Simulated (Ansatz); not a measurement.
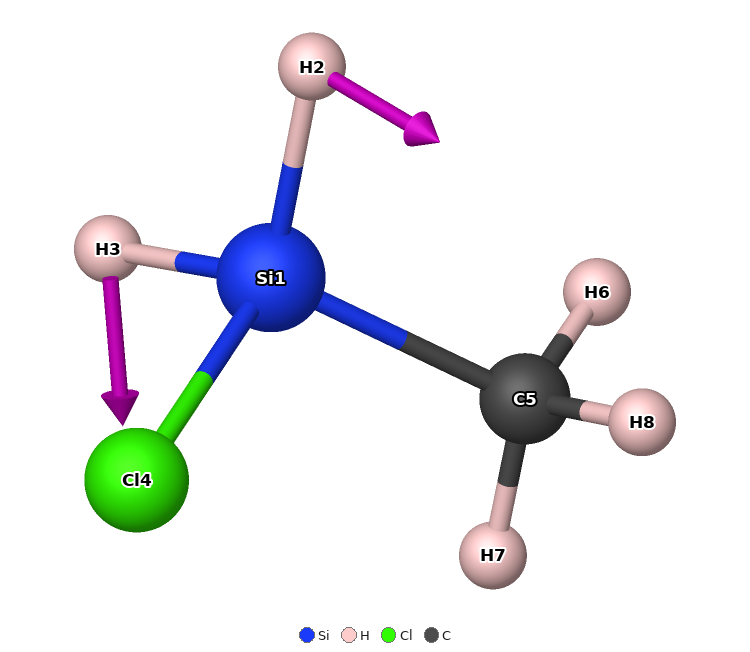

The arrows show one normal mode. Harmonic vibrations computed with RKS PBE0-D4/def2-TZVP (Ansatz 0.2.0) at a stationary point of the same level.

What kind of motion is it?

Answer. Mostly H–Si–H bending.

At what wavenumber does it lie?

Answer. 959 cm⁻¹; it is mode 10 of 18 counted from the lowest.
